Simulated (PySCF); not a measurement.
Vertical excitations of a molecule C5H6O2 from TDDFT-PBE/def2-SVPD (PySCF), as energy in eV (oscillator strength): 5.20 (0.001), 5.51 (0.003), 5.72 (0.058), 6.14 (0.010), 6.26 (0.004), 6.32 (0.023), 6.55 (0.015), 6.63 (0.007), 6.67 (0.043), 6.82 (0.003). Lowest triplet (TDA): 4.94 eV. The structure is a stationary point at PBE0-D3(BJ)/def2-SVP. The values are those of a single conformer.

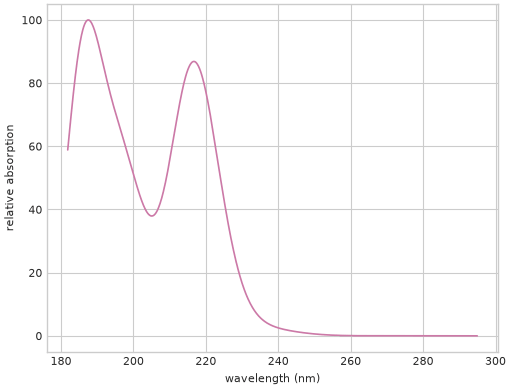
The lines broadened by 0.4 eV.

Question: Identify the compound among the candidates.
A. O=C1CCC(=O)C1
B. C=C=COCC=O
C. Cc1ccc(O)o1
D. C#C[C@@H]1[C@H](O)[C@@H]1O

Answer: D, C#C[C@@H]1[C@H](O)[C@@H]1O
